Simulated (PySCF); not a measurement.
# H$_{5}$N$_{2}$O$_{2}$Si$_{2}$ (SMILES [O]O[SiH]1N[SiH2]N1) (doublet): what the fields show

```tsv
atom	x (Å)	y (Å)	z (Å)
N	0.8566	0.6442	-0.6249
Si	1.0460	-1.0976	-0.5669
N	-0.5486	-1.1198	0.1613
Si	-0.7088	0.5972	0.1005
O	-0.7343	1.3035	1.6948
O	-1.6350	2.2486	1.8405
H	1.4478	1.3933	-0.9522
H	2.1599	-1.6043	0.2902
H	1.1497	-1.7704	-1.8962
H	-1.1322	-1.8563	0.5285
H	-1.8683	1.2329	-0.5654
```

Geometry: PBE0-D3(BJ)/def2-SVP.

All numbers below come from UKS B3LYP, IGLO-III on N O Si, pcH-1 on H, non-relativistic, mean-field spin-orbit, GIAO in PySCF.

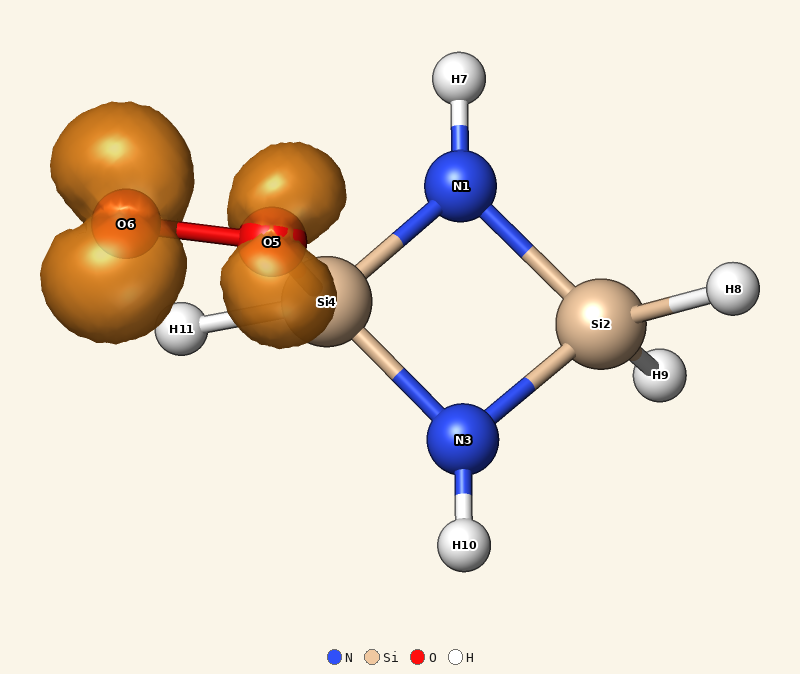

Figure 1. Isosurface of the spin density at +0.05 e/Å³ (orange), seen at a tilt.

Question: Describe the spin distribution.

Answer: The unpaired spin (1 electron) lies mostly on O6 (about 0.7) and O5 (about 0.3), in electrons by Hirshfeld's partition.

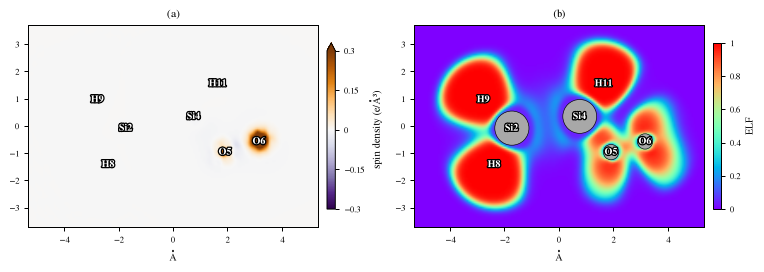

Figure 2. (a) spin density (α minus β); (b) electron localisation function on the plane of atoms O5, Si4 and H11. Grey discs cover the atomic cores in the ELF map.

Question: Interpret the plot.

Answer: Atoms in the plane: Si, O and H. O–O (1.31 Å): the ELF peaks at about 0.80 between the atoms; localised, covalent bonding. Si–O (1.74 Å): the ELF peaks at about 0.90 between the atoms: a polar covalent bond. Si–H (1.48 Å): the ELF climbs to about 1 towards the hydrogen, as it does in any bond to H. The ELF also peaks beside O5 and O6, away from the bonds: non-bonding electrons, paired or unpaired.

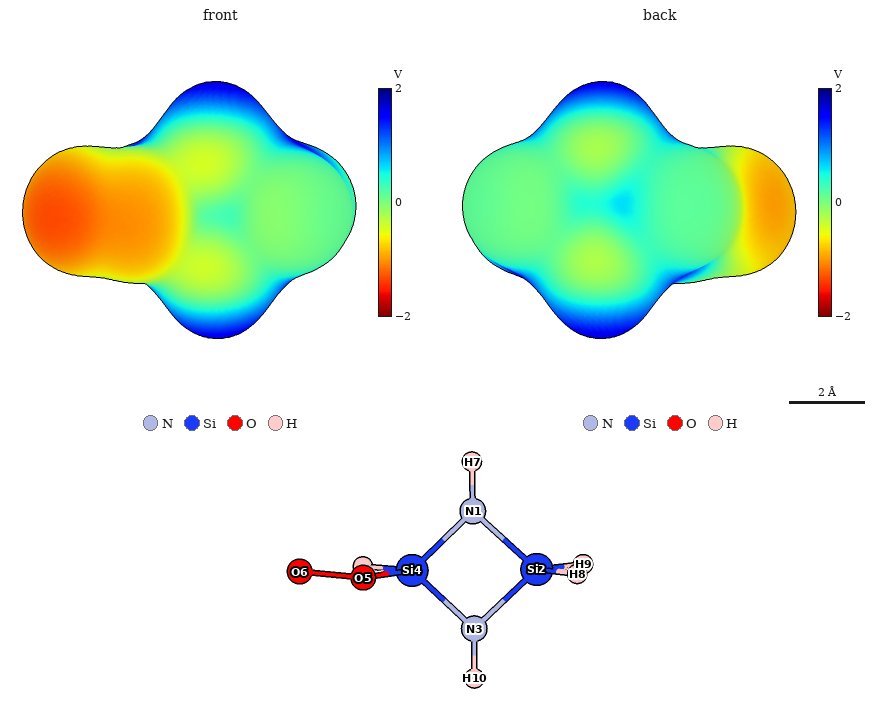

Figure 3. The electrostatic potential painted on the density surface at 0.001 e/bohr³, seen from the front and from behind; red is negative and blue positive. The bare structure is drawn below in the same view.

Question: Which sites attract a positive test charge, and which a negative one?

Answer: A positive charge is drawn to the negative regions and a negative charge to the positive ones. The most negative region (about −1.3 V) lies over O6, the most positive (about +1.7 V) over H7 and H10. O6 is the likeliest acceptor of a hydrogen bond.
